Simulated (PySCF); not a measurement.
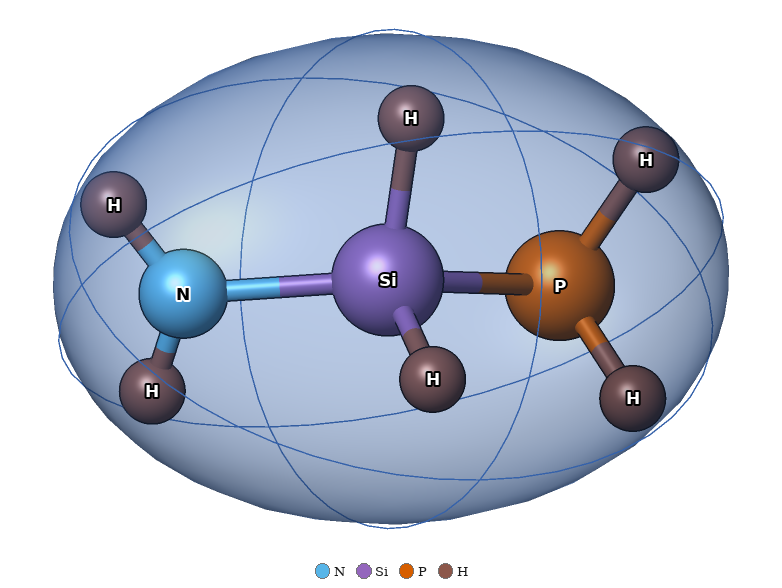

The ellipsoid shows the static dipole polarisability: its half-axes are proportional to the principal values. Geometry: a frame of a GFN2-xTB molecular-dynamics simulation, not a minimum. Level of theory: PBE0/def2-SVPD (PySCF 2.14.0).

Question. Give the principal values, the mean and the anisotropy.

Answer. Principal values 58.8, 60.3, 91.7 bohr³; mean 70.3 bohr³ (10.41 Å³); anisotropy 32.2 bohr³, so the longest axis is 1.56 times the shortest.
